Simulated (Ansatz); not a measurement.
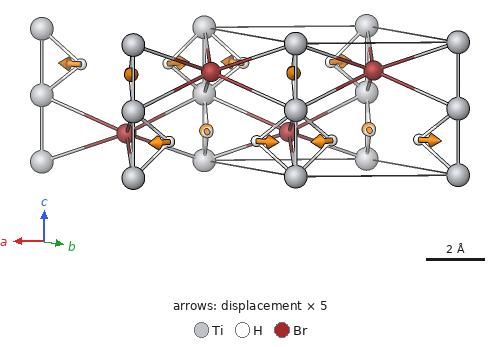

This is a relaxation of solid TiH3Br (a generated structure, set up in P6_3/mmc) (coarse preliminary run). The starting structure is drawn; orange arrows show the displacements (the part carried along by the change of the cell is left out), 5 times their true length.

A ball-and-stick model of the cell of the calculation, repeated 2 × 1 × 1 with one cell outlined, seen from a free direction.

Computed with DFT PBE, scalar-relativistic, plane waves, PAW (Ansatz 0.2.0). Settings: plane-wave cutoff 420 eV; k-point mesh 6 × 6 × 4; occupations gaussian; smearing width 0.1 eV; collinear spin; cell and atoms relaxed; force threshold 0.04 eV/Å; at most 70 steps.

What happened in the run?

The largest moves relative to the cell, 0.18 Å, are those of H atoms. Br and Ti stay in place. The volume changes by −1.0 %, with a = b 5.702 → 5.242 Å (−8.1 %), c 4.691 → 5.494 Å (+17.1 %). Some distances before and after: Ti–Ti 2.346 → 2.747 Å, Br–Ti 3.495 → 3.324 Å, H–Ti 1.920 → 1.834 Å. Among the angles between lasting bonds that change: Ti–H–Ti 75.3° → 97.0°. The space group stays P6_3/mmc (No. 194). After 5 accepted moves (7 points after the start) the energy has fallen by 228 meV per atom. Largest force component: 0.74 eV/Å at the start, 0.0025 eV/Å at the end. The pressure goes from 0.97 to 0.02 GPa. The SCF was repeated twice at an unchanged geometry on a basis and grid sized afresh for the cell, which shifted the energy by 2.9 meV per atom at most. The program noted that the starting moments weren't kept.
